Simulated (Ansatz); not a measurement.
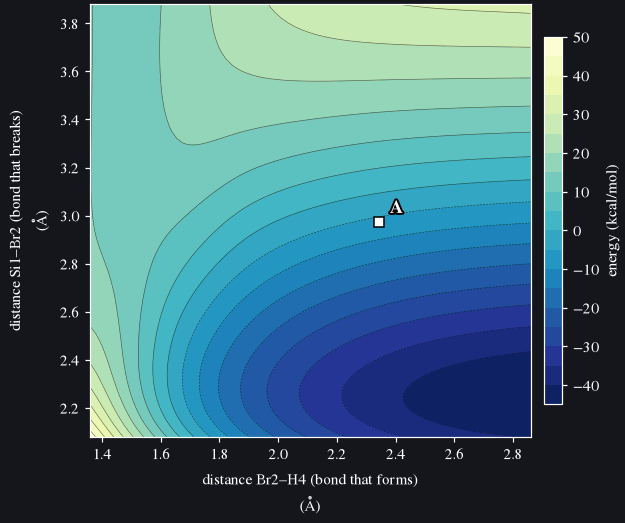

The reacting system BrClH₂OSi (fragments BrClH₂OSi where the first distance is long, ClHOSi + BrH where the second is long). The first coordinate is: distance Br2–H4 (bond that forms); the second: distance Si1–Br2 (bond that breaks). Relaxed at each point: all other coordinates. The scan uses an 8 × 8 grid. Points are written as (first, second). Energies are in kcal/mol, from a guessed transition structure relaxed with its forming and breaking bonds held. The reference is spin-restricted, so regions where a bond is pulled apart into radicals lie too high. Method: RKS B3LYP-D4/def2-SVP (Ansatz 0.2.0).

Drawn: filled contours, the point A. Between grid points the surface is interpolated.

Which way does the force act at A, and how strong is it?

A, at (2.344 Å, 2.973 Å), is not a stationary point. The computed force is 12 kcal/mol for each Å towards larger values of the first coordinate and 53 kcal/mol for each Å towards smaller values of the second coordinate.
